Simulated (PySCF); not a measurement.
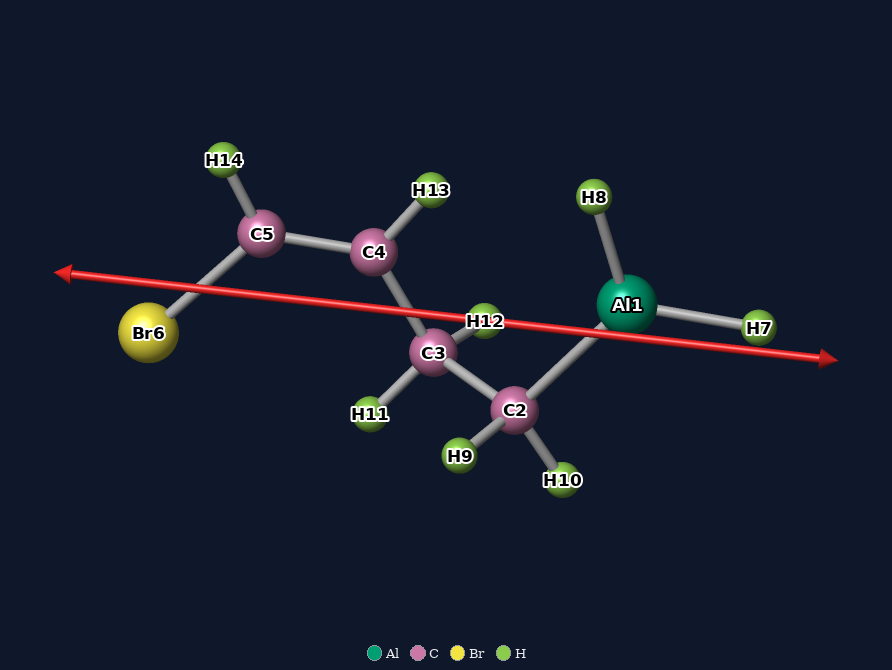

The double arrow shows the direction of the transition dipole to excited singlet state 6 (its length means nothing). The computed structure is the end point of a GFN2-xTB optimisation. No frequency run is at hand to confirm it as a minimum. Properties computed with TDDFT PBE0/def2-SVPD, vertical, gas phase, core orbitals frozen in the response (PySCF 2.14.0).

Question: How is the transition polarised?

Answer: Close to the long direction Al1···Br6.

Question: Give its energy, strength and character.

Answer: 6.31 eV (197 nm), oscillator strength 0.20, mainly HOMO → LUMO+1 (weight 0.69); transition dipole 2.92 D.

The geometry is semi-empirical. Around Al, Br such bond lengths and angles can be off by a tenth of an ångström or more and by several degrees, and values that hang on the shape move with them.
